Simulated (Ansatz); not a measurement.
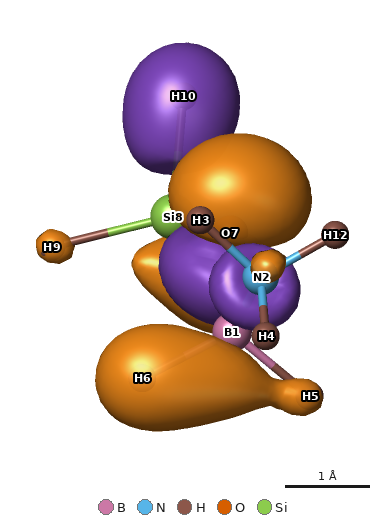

The picture shows: BH$_{8}$NOSi. The HOMO−1 at ±0.15 Å⁻³ᐟ² (orange and purple are the two phases), seen at an oblique angle.

All numbers below come from Ansatz, RKS B3LYP/6-31G*.

Input file:

```
crystal:
  periodic: [false, false, false]
  atoms:
    - { symbol: B, position_ang: [-0.063881, 0.437274, -0.419583] }
    - { symbol: "N", position_ang: [0.008989, -0.088571, 2.272078] }
    - { symbol: H, position_ang: [-0.706777, -0.188214, 2.990819] }
    - { symbol: H, position_ang: [0.892858, -0.393181, 2.678727] }
    - { symbol: H, position_ang: [1.077102, 0.105058, -0.512076] }
    - { symbol: H, position_ang: [-0.978254, -0.232509, -0.805815] }
    - { symbol: O, position_ang: [-0.298048, 1.728646, 0.035109] }
    - { symbol: Si, position_ang: [-1.724552, 2.586903, 0.154051] }
    - { symbol: H, position_ang: [-2.865342, 1.833972, -0.431285] }
    - { symbol: H, position_ang: [-1.994299, 2.859276, 1.59279] }
    - { symbol: H, position_ang: [-1.557846, 3.879066, -0.555184] }
    - { symbol: H, position_ang: [0.099248, 0.923978, 2.06487] }
basis:
  gaussian: { orbitals: "6-31G*" }
hamiltonian:
  xc: b3lyp
relax:
  f_tol: 0.03
  max_steps: 50
output:
  orbitals: {}
```

Launched as:

```sh
ansatz run input.yaml --threads 1 --pin off --max-ram 2048MiB --backend cpu --events-out ev --progress --plain --runs-dir out
```

The fields are those of the run's last geometry, not of the input's.

Where does this orbital lie, and at what energy?

Its weight (Hirshfeld) is mainly on O7 (about 40 %), Si8 (about 15 %), B1 (about 10 %), H10 (about 10 %), H11 (about 10 %) and H6 (about 5 %). Its energy is −7.54 eV.
